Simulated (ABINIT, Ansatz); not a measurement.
# Converging GW for WS2 (Tungstenite) in ABINIT, part 2 of 2

What does each rung of G0W0 on WS2 (Tungstenite) cost, and what does it buy?

ABINIT 10.8.3; PBE and many-body steps on it, plane waves. Known limits of the many-body steps: not at the basis limit; no spin-orbit coupling; coarse k mesh.

So far. Step 3 (Screening, 3×3×1 mesh, 57 bands, screening to 62.6 eV): Local fields lower ε∞ by 9 %. On a Γ-centred mesh this coarse the value itself is usually too large, while a short band sum pulls it down. Step 4 (57 bands, 62.6 eV): The gap on the mesh goes from 1.17 eV to 1.88 eV, a correction of +0.70 eV.

The database entry behind the starting cell differs from later determinations by our own check (an axis about 1.4 % long against later determinations), so it need not match the best structure at ambient conditions.

## (6) 127 bands, 114.3 eV

This step: G0W0 on PBE, plane waves, norm-conserving pseudopotentials.

The input, run.abi:

```
acell 3*1.0 Angstrom
rprim 
  3.179999999980 0.000000000005 0.000000000000
  -1.589999999994 2.753960784015 0.000000000000
  0.000000000000 0.000000000000 12.500000000000
ntypat 2
znucl 74 16
natom 6
typat 1 1 2 2 2 2
xred 
  0.333333333333 0.666666666667 0.250000000000
  0.666666666667 0.333333333333 0.750000000000
  0.333333333333 0.666666666667 0.625000000000
  0.666666666667 0.333333333333 0.125000000000
  0.333333333333 0.666666666667 0.875000000000
  0.666666666667 0.333333333333 0.375000000000
pp_dirpath "pseudos"
pseudos "W.upf, S.upf"
ecut 31
ngkpt 3 3 1
nshiftk 1
shiftk 0 0 0
kptopt 1
chksymbreak 0
istwfk *1
occopt 1
irdwfk 1
optdriver 4
nband 127
gwcalctyp 0
ecutsigx 31
symsigma 1
nkptgw 2
kptgw 
  0.0000000000 0.0000000000 0.0000000000
  0.3333333333 0.3333333333 0.0000000000
bdgw 
  25 28
  25 28
ecuteps 4.2
irdscr 1
ppmodel 1
indata_prefix "in"
outdata_prefix "out"
tmpdata_prefix "tmp"
```

Started as:

```sh
OMP_NUM_THREADS=1 mpirun -n 4 abinit run.abi > log
```

Numbers of over 12 decimals in the logs are rounded to 6 here.

Output:

```text
.Version 10.8.3 of ABINIT. v10.8.2 released Aug 2026.

 Symmetries : space group P6_3/m m c (#194); Bravais hP (primitive hexag.)
[... echo of the input left out ...]
== DATASET  1 ==================================================================
-   mpi_nproc: 4, omp_nthreads: 1 (-1 if OMP is not activated)

--- !DatasetInfo
iteration_state: {dtset: 1, }
dimensions: {natom: 6, nkpt: 3, mband: 127, nsppol: 1, nspinor: 1, nspden: 1, mpw: 6137, }
cutoff_energies: {ecut:  31.0, pawecutdg:  -1.0, }
electrons: {nelect:   5.20000000E+01, charge:   0.00000000E+00, occopt:   1.00000000E+00, tsmear:   1.00000000E-02, }

 SIGMA: Calculation of the GW corrections

 Based on a program developped by R.W. Godby, V. Olevano, G. Onida, and L. Reining.
 Incorporated in ABINIT by V. Olevano, G.-M. Rignanese, and M. Torrent.
.Using double precision arithmetic ; gwpc =  8

[... cell and pseudopotentials left out ...]
--------------------------------------------------------------------------------

 ==== K-mesh for the wavefunctions ====
 Number of points in the irreducible wedge :     3
[... list of points left out ...]
 Together with 24 symmetry operations and time-reversal symmetry
 yields     9 points in the full Brillouin Zone.

 ==== Q-mesh for screening function ====
 Number of points in the irreducible wedge :     3
[... list of points left out ...]
 Together with 24 symmetry operations and time-reversal symmetry
 yields     9 points in the full Brillouin Zone.

 vcoul_init : cutoff-mode = AUXILIARY_FUNCTION
 q-points for optical limit:   1
     1)      0.000010    0.000020    0.000030
 setmesh: FFT mesh size selected  =    27x   27x  120
          total number of points  =        87480

 Number of electrons calculated from density =   52.0000; Expected =   52.0000
[...]
number of omega for Sigma on real axis              0
 max omega for Sigma on real axis  [eV]           0.00
 zcut for avoiding poles [eV]                     0.10

 EPSILON^-1 parameters (SCR file):
 dimension of the eps^-1 matrix on file            303
 dimension of the eps^-1 matrix used               303
 number of plane-waves for wavefunctions          6137
 number of bands                                   127
 number of q-points in IBZ                           3
 number of frequencies                               2
 number of real frequencies                          1
 number of imag frequencies                          1

 matrix elements of self-energy operator (all in [eV])

 Perturbative Calculation

--- !SelfEnergy_ee
iteration_state: {dtset: 1, }
kpoint     : [   0.000,    0.000,    0.000, ]
spin       : 1
KS_gap     :    2.245
QP_gap     :    2.770
Delta_QP_KS:    0.525
data: !SigmaeeData |
     Band     E0 <VxcDFT>   SigX SigC(E0)      Z dSigC/dE  Sig(E)    E-E0       E
       25   7.984 -14.390 -15.587   1.435   0.788  -0.269 -14.202   0.187   8.171
       26   9.072 -15.531 -16.377   1.252   0.784  -0.275 -15.212   0.319   9.391
       27  11.317 -15.192 -10.304  -3.816   0.788  -0.270 -14.347   0.844  12.161
[...]
--- !SelfEnergy_ee
iteration_state: {dtset: 1, }
kpoint     : [   0.333,    0.333,    0.000, ]
spin       : 1
KS_gap     :    1.737
QP_gap     :    2.478
Delta_QP_KS:    0.741
data: !SigmaeeData |
     Band     E0 <VxcDFT>   SigX SigC(E0)      Z dSigC/dE  Sig(E)    E-E0       E
[...]
27  10.247 -16.292 -11.224  -3.761   0.786  -0.272 -15.265   1.028  11.274
       28  10.247 -16.292 -11.224  -3.761   0.786  -0.272 -15.265   1.028  11.274

== END DATASET(S) ==============================================================
================================================================================

 -outvars: echo values of variables after computation  --------
           etotal      0.0000000000E+00
            nband         127
             nkpt           3
          spgroup         194
 [... the other variables as echoed above ...]

 Calculation completed.
```

It took 7 s on 4 MPI ranks of Arm Neoverse V2, shared host; peak memory 0.73 GiB.

Numbers from this step:

| Item | Value |
| --- | --- |
| G0W0 gap on the points computed | 1.883 eV |
| starting gap on the mesh | 1.175 eV |
| k of the valence top | 0, 0, 0 |
| k of the conduction bottom | 0.3333, 0.3333, 0 |
| Z at the valence top | 0.784 |
| Z at the conduction bottom | 0.786 |
| least direct G0W0 gap on the computed points | 2.477 eV |

Against G0W0 in ABINIT (3×3×1 mesh, 57 bands, screening to 62.6 eV, Godby-Needs plasmon pole), the gap moves by +0.008 eV.

## (7) Screening, 3×3×1 mesh, 274 bands, screening to 176.9 eV

This step: RPA screening on PBE, plane waves, norm-conserving pseudopotentials.

Edit run.abi of step 6 so:

```diff
@@ -27,17 +27,8 @@
 irdwfk 1
-optdriver 4
-nband 127
-gwcalctyp 0
-ecutsigx 31
-symsigma 1
-nkptgw 2
-kptgw 
-  0.0000000000 0.0000000000 0.0000000000
-  0.3333333333 0.3333333333 0.0000000000
-bdgw 
-  25 28
-  25 28
-ecuteps 4.2
-irdscr 1
-ppmodel 1
+optdriver 3
+nband 274
+ecuteps 6.5
+inclvkb 2
+awtr 1
+symchi 1
 indata_prefix "in"
```

Output:

```text
.Version 10.8.3 of ABINIT. v10.8.2 released Aug 2026.

 Symmetries : space group P6_3/m m c (#194); Bravais hP (primitive hexag.)
[... echo of the input left out ...]
== DATASET  1 ==================================================================
-   mpi_nproc: 4, omp_nthreads: 1 (-1 if OMP is not activated)

--- !DatasetInfo
iteration_state: {dtset: 1, }
dimensions: {natom: 6, nkpt: 3, mband: 274, nsppol: 1, nspinor: 1, nspden: 1, mpw: 6137, }
cutoff_energies: {ecut:  31.0, pawecutdg:  -1.0, }
[...]
--------------------------------------------------------------------------------
[... chi0 elements left out ...]
 For q-point:  0.000010 0.000020 0.000030
  dielectric constant =  17.9827
  dielectric constant without local fields =  20.2952

  Average fulfillment of the sum rule on Im[epsilon] for q-point    1 :     89.55  [%]
[... wings left out ...]
  q-point number  2        q = ( 0.333333, 0.000000, 0.000000) [r.l.u.]
--------------------------------------------------------------------------------
[... chi0 elements left out ...]
  Average fulfillment of the sum rule on Im[epsilon] for q-point    2 :     87.39  [%]

 [... 1 further q-points ...]
```

It took 57 s on 4 MPI ranks; peak memory 1.3 GiB.

This step gave:

```
ε∞ with local fields, on this mesh, along the program's q direction : 17.98
the same without local fields                                       : 20.30
plasma frequency                                                    : 25.59 eV
plane waves in the screening matrix                                 : 597
```

## (8) 274 bands, 176.9 eV

This step: G0W0 on PBE, plane waves, norm-conserving pseudopotentials.

Edit run.abi of step 7 so:

```diff
@@ -27,8 +27,17 @@
 irdwfk 1
-optdriver 3
+optdriver 4
 nband 274
+gwcalctyp 0
+ecutsigx 31
+symsigma 1
+nkptgw 2
+kptgw 
+  0.0000000000 0.0000000000 0.0000000000
+  0.3333333333 0.3333333333 0.0000000000
+bdgw 
+  25 28
+  25 28
 ecuteps 6.5
-inclvkb 2
-awtr 1
-symchi 1
+irdscr 1
+ppmodel 1
 indata_prefix "in"
```

Output:

```text
.Version 10.8.3 of ABINIT. v10.8.2 released Aug 2026.

 Symmetries : space group P6_3/m m c (#194); Bravais hP (primitive hexag.)
[... echo of the input left out ...]
== DATASET  1 ==================================================================
-   mpi_nproc: 4, omp_nthreads: 1 (-1 if OMP is not activated)

--- !DatasetInfo
iteration_state: {dtset: 1, }
dimensions: {natom: 6, nkpt: 3, mband: 274, nsppol: 1, nspinor: 1, nspden: 1, mpw: 6137, }
cutoff_energies: {ecut:  31.0, pawecutdg:  -1.0, }
[...]
Band     E0 <VxcDFT>   SigX SigC(E0)      Z dSigC/dE  Sig(E)    E-E0       E
[...]
27  10.247 -16.292 -11.224  -4.301   0.781  -0.280 -15.693   0.599  10.846
       28  10.247 -16.292 -11.224  -4.301   0.781  -0.280 -15.693   0.599  10.846

== END DATASET(S) ==============================================================
================================================================================

 -outvars: echo values of variables after computation  --------
           etotal      0.0000000000E+00
            nband         274
             nkpt           3
          spgroup         194
 [... the other variables as echoed above ...]

 Calculation completed.
```

It took 30 s on 4 MPI ranks; peak memory 1.2 GiB.

Numbers from this step:

```
G0W0 gap on the points computed              : 1.852 eV
starting gap on the mesh                     : 1.175 eV
k of the valence top                         : 0, 0, 0
k of the conduction bottom                   : 0.3333, 0.3333, 0
least direct G0W0 gap on the computed points : 2.439 eV
```

Against G0W0 in ABINIT (3×3×1 mesh, 127 bands, screening to 114.3 eV, Godby-Needs plasmon pole), the gap moves by −0.031 eV.

## (9) The runs together

Times are wall times on 4 MPI ranks of Arm Neoverse V2, shared host, good to a factor of about two. A run's time includes the screening step that it read.

| run | mesh | bands | screening cutoff (eV) | DFT gap (eV) | gap on the mesh (eV) | direct (eV) | ε∞ used | time |
| --- | --- | --- | --- | --- | --- | --- | --- | --- |
| 57 bands, 62.6 eV | 3×3×1 | 57 | 62.6 | 1.175 | 1.875 | 2.520 | 18.42 | 12 s |
| 127 bands, 114.3 eV | 3×3×1 | 127 | 114.3 | 1.175 | 1.883 | 2.477 | 18.08 | 29 s |
| 274 bands, 176.9 eV | 3×3×1 | 274 | 176.9 | 1.175 | 1.852 | 2.439 | 17.98 | 87 s |

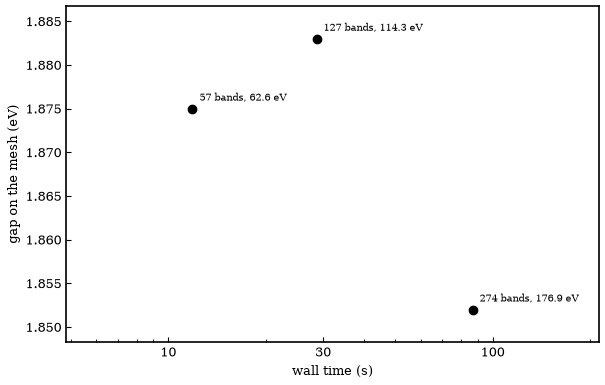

Result against wall time.

## (10) Outcome

```json
{
  "57 bands, 62.6 eV": "1.875 eV",
  "127 bands, 114.3 eV": "1.883 eV",
  "274 bands, 176.9 eV": "1.852 eV",
  "known limits": "not at the basis limit; no spin-orbit coupling; coarse k mesh"
}
```

What this shows: From the first rung to the last the gap moves by −0.02 eV for 7.3 times the time. The gap turns back along the series, so no limit is drawn from it. In the G0W0 runs levels were corrected at 2 k points alone, so a gap called «on the mesh» is the least over those, and an edge elsewhere would be missed. A denser mesh or path gives a starting gap of 1.05 eV: the GW mesh misses a band edge, so its gaps are not the fundamental one. The 3×3×1 mesh is coarse for this cell, which bears on the long-range parts of exchange and screening. The many-body steps are scalar-relativistic: spin-orbit coupling is not in them.

[Paths, hosts, dates, memory and timing lines, banners, echoed tables and standing remarks are left out of the program output.]

[Logs are printed without paths, hosts, clocks, repeated set-up lines and the standing remarks that a program may print on its own settings, such as how far it seeks lower states.]

[Runs of the session that timed out or met a known fault of the program may be left out.]

[Hosts, paths, dates, database ids (printed as entryN), source tags and the programs' standing remarks are cut or masked in the printed files.]

[G0W0 gaps are taken among the corrected bands and points alone; a level outside them can change the order at an edge.]

[Where Ansatz stands beside ABINIT at settings called matched, ABINIT's density can come from a denser mesh and the files from another edition; pairs whose starting gaps differed by over 0.03 eV were left out, so agreement reads better than it is.]
